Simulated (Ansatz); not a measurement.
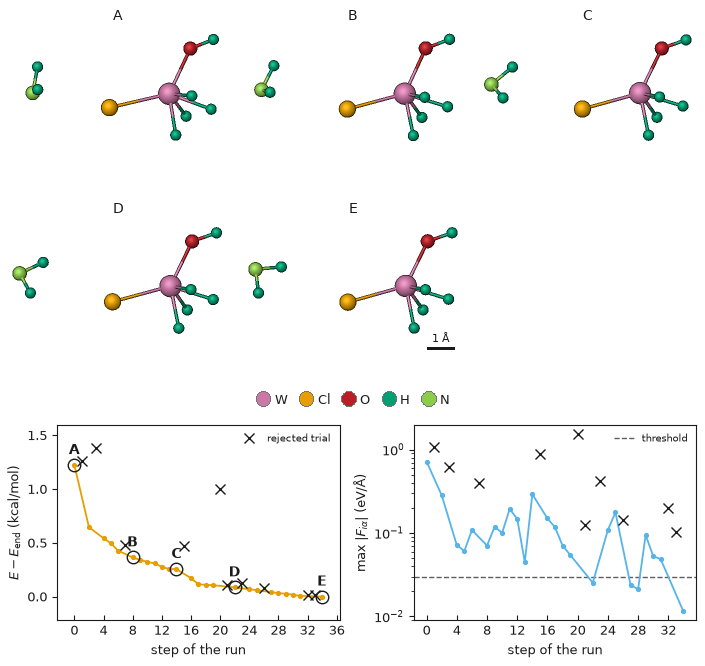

Frames of a relaxation of WNH7OCl (multiplicity 2), marked on the history of the run. A ball-and-stick model, seen face on.

The run prepares an end point of a later path (reaction) calculation, from a guessed geometry.

All numbers below come from UKS PBE/def2-SVP in Ansatz 0.2.0. Set-up: collinear spin; force threshold 0.03 eV/Å; at most 50 steps.

What happens along the run?

Answer. After 24 accepted moves (34 points after the start) the energy has fallen by 1.22 kcal/mol. Largest force component: 0.72 eV/Å at the start, 0.011 eV/Å at the end. The line search rejected the trial steps at points 1, 3, 7, 15, 20, 21, 23, 26 and more of the run. The forces were under the threshold at step 22, but the run went on from there. The largest move after the best rigid fit is that of the N atom, 0.81 Å. Largest moves by element: N 0.81 Å, H 0.71 Å, Cl 0.14 Å, O 0.11 Å, W 0.08 Å. Some distances before and after: Cl–W 2.366 → 2.321 Å, H–W 1.699 → 1.692 Å. Among the angles between lasting bonds that change: H–W–H 77.9° → 69.9°, O–W–H 84.5° → 90.5°, Cl–W–H 105.6° → 100.8°. From step 0 to 8: the N atom moves most (0.26 Å), energy −0.86 kcal/mol. From step 8 to 14: the N atom moves most (0.28 Å), energy −0.11 kcal/mol. From step 14 to 22: the N atom moves most (0.20 Å), energy −0.17 kcal/mol. From step 22 to 34: an H atom moves most (0.26 Å), energy −0.09 kcal/mol.

| step | E − E(0), kcal/mol | largest force component, eV/Å | note |
| --- | --- | --- | --- |
| 0 | 0.00 | 0.7190 |  |
| 1 | 0.04 | 1.0765 | rejected |
| 2 | -0.58 | 0.2829 |  |
| 3 | 0.16 | 0.6153 | rejected |
| 4 | -0.68 | 0.0716 |  |
| 5 | -0.73 | 0.0609 |  |
| 6 | -0.79 | 0.1085 |  |
| 7 | -0.74 | 0.3977 | rejected |
| 8 | -0.86 | 0.0708 |  |
| 9 | -0.88 | 0.1187 |  |
| 10 | -0.90 | 0.1006 |  |
| 11 | -0.91 | 0.1941 |  |
| 13 | -0.97 | 0.0447 |  |
| 14 | -0.97 | 0.2918 |  |
| 15 | -0.75 | 0.8772 | rejected |
| 16 | -1.05 | 0.1495 |  |
| 18 | -1.11 | 0.0707 |  |
| 19 | -1.12 | 0.0549 |  |
| 20 | -0.22 | 1.5547 | rejected |
| 21 | -1.11 | 0.1243 | rejected |
| 23 | -1.09 | 0.4236 | rejected |
| 24 | -1.15 | 0.1088 |  |
| 25 | -1.16 | 0.1767 |  |
| 26 | -1.14 | 0.1434 | rejected |
| 28 | -1.19 | 0.0212 |  |
| 29 | -1.20 | 0.0945 |  |
| 30 | -1.21 | 0.0531 |  |
| 31 | -1.22 | 0.0484 |  |
| 33 | -1.21 | 0.1035 | rejected |
| 34 | -1.22 | 0.0115 |  |

Limits of the set-up: the start holds two separate molecules, 2.9 Å apart at their closest, whose relative position is a soft coordinate and is computed without a dispersion correction.
